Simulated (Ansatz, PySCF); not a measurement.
Breaking the O6–H7 bond in CH4OSn (SMILES [CH3][Sn][OH]) (multiplicity 1 held, fragments rigid). Energies count from the point at 0.963 Å.
Geometry at that point (charge 0, multiplicity 1):
```xyz
7

Sn     0.022    -0.064     0.389
C      0.419     1.607    -0.982
H     -0.202     2.469    -0.726
H      0.201     1.288    -2.001
H      1.464     1.921    -0.912
O     -0.538    -1.251    -1.130
H     -0.799    -2.137    -0.857
```

Unrestricted levels (U-) break spin symmetry where that is lower. Active spaces are followed from a long bond inwards. Curves can end on different states.

Correlated levels freeze the cores. Filled d and f shells under p-block atoms count as core. Rows in LANL2DZ carry no dispersion term and start afresh at each structure. LANL2DZ brings its own core potentials from Na on.

Programs: Ansatz (a quantum-chemistry and plane-wave program) with Gaussian orbitals; PySCF for LANL2DZ rows.  In def2 rows elements past Kr take small-core potentials, without spin–orbit coupling.

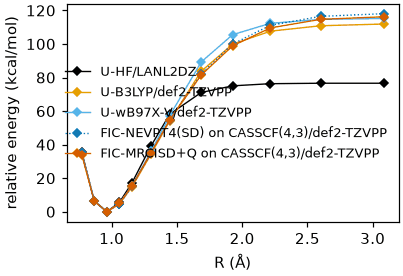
*Relative energy along the coordinate*

Doubts at one or more of the structures used: a spin-contaminated determinant (U-HF/LANL2DZ, U-B3LYP/def2-TZVPP, U-wB97X-V/def2-TZVPP); active orbitals that take no part (FIC-NEVPT4(SD) on CASSCF(4,3)/def2-TZVPP, FIC-MRCISD+Q on CASSCF(4,3)/def2-TZVPP).
